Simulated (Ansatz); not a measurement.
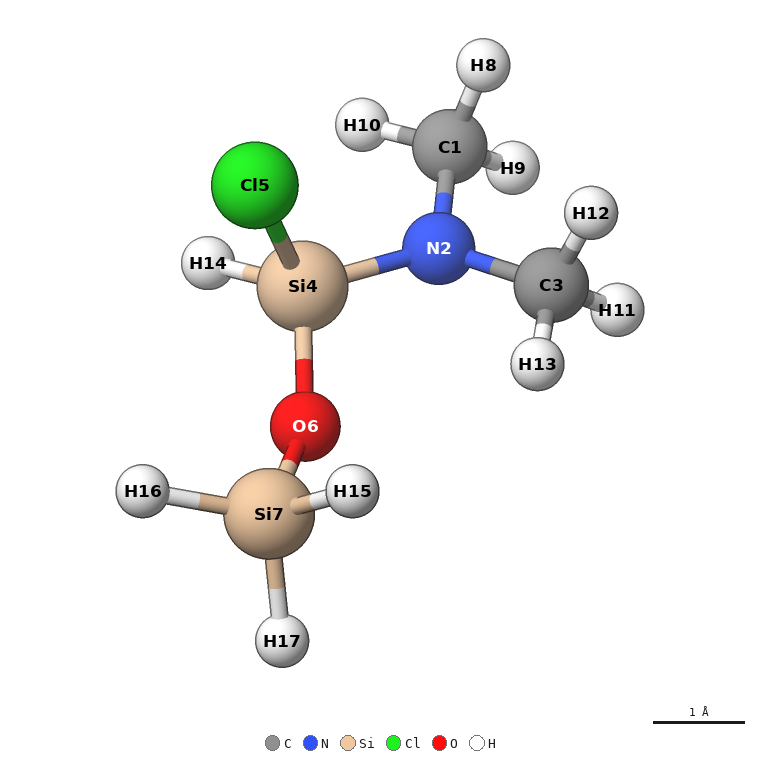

Atoms carry their numbers in the input. Computed geometry: PBE0-D4/def2-TZVP optimisation. No frequency run is at hand to confirm it as a minimum.

What is the geometry at O6?

O6 has 2 neighbours (Si4 at 1.62, Si7 at 1.64 Å); the arrangement is bent.

How are the neighbours of atom 3 arranged?

C3 has 4 neighbours (N2 at 1.44, H11 at 1.10, H12 at 1.10, H13 at 1.09 Å); the arrangement is tetrahedral.

How are the neighbours of atom 1 arranged?

C1 has 4 neighbours (N2 at 1.44, H8 at 1.10, H9 at 1.10, H10 at 1.09 Å); the arrangement is tetrahedral.

What is the geometry at Si7?

Si7 has 4 neighbours (O6 at 1.64, H15 at 1.48, H16 at 1.48, H17 at 1.48 Å); the arrangement is tetrahedral.

Which bond is the longest?

Si4–Cl5, 2.076 Å.

What is the dihedral angle C1–N2–Si4–Cl5?

83° in size, that is about perpendicular.
